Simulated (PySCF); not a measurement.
# SiCl⁺: the SCF solver's settings

Aim: find out which solver settings change the answer for SiCl⁺.

Method: method and basis as typed in the scripts; program: PySCF 2.14.0.

2 further runs of the same task are left out: 2 that didn't finish.

### 1 The system as given

SiCl⁺: 2 atoms, charge 1, spin multiplicity 1.

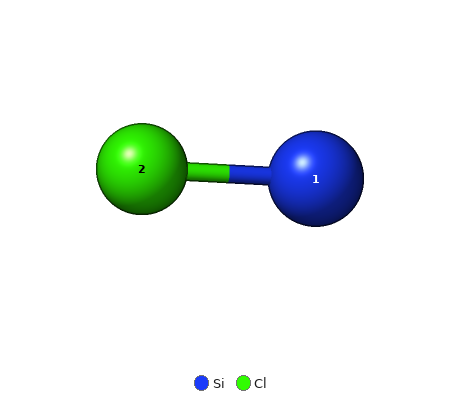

The starting geometry (silicon blue, chlorine green); atoms are numbered from 1 in the order of the file.

### 2 The run that the others are compared with

input.py

```python
from pyscf import gto, scf

mol = gto.M(
    atom='Si 0 0 0; Cl 0 0 1.869',
    basis='6-31+g*',
    charge=1,
    spin=0,
    verbose=4,
)
mf = scf.RHF(mol)
mf.kernel()
mf.nuc_grad_method().kernel()
mf.dip_moment()
print('orbital energies (hartree):', mf.mo_energy[..., max(0, mol.nelec[1]-3):mol.nelec[0]+3].round(4))
```

Started as:

```bash
$ python input.py
```

The log of this run is left out.

Base result: E(SCF) = -748.116185 Eh, 9 cycles, gradient on the second atom -0.0534 Eh/bohr.

The bond length is a typed value, not an optimised one. The dipole of an ion depends on the origin.

### 3 Smearing width 0.005 hartree

Variant 1 changes smearing width: none → 0.005 hartree; step after the SCF: gradient → none.

input.py

```python
from pyscf import gto, scf

mol = gto.M(
    atom='Si 0 0 0; Cl 0 0 1.869',
    basis='6-31+g*',
    charge=1,
    spin=0,
    verbose=4,
)
mf = scf.RHF(mol)
mf = scf.addons.smearing_(mf, sigma=0.005, method='fermi')
mf.kernel()
mf.dip_moment()
print('orbital energies (hartree):', mf.mo_energy[..., max(0, mol.nelec[1]-3):mol.nelec[0]+3].round(4))
```

Started as:

```bash
$ python input.py
```

### 4 Level shift 0.1 hartree

Variant 2 changes level shift: none → 0.1 hartree.

Edit input.py of step 2 so:

```diff
@@ -10,2 +10,3 @@
 mf = scf.RHF(mol)
+mf.level_shift = 0.1
 mf.kernel()
```

Before running it: what results should come out? Wanted: for each run, E(SCF); from base; gap.

As calculated:

| run | E(SCF) (hartree) | from base (eV) | cycles | gap (eV) |
| --- | --- | --- | --- | --- |
| base | -748.116185 | 0 | 9 | 12.64 |
| smearing width 0.005 hartree | -748.116185 | 0.0000 | 9 | n/a |
| level shift 0.1 hartree | -748.116185 | 0.0000 | 10 | 12.64 |

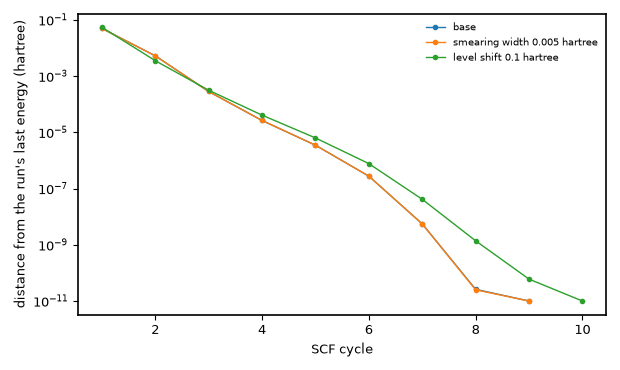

Convergence of the SCF energy, run by run.

**Reading.** With smearing width 0.005 hartree or level shift 0.1 hartree the SCF ends at the base energy. With smearing width 0.005 hartree, level shift 0.1 hartree the path hardly changes: 9 to 10 cycles against 9.
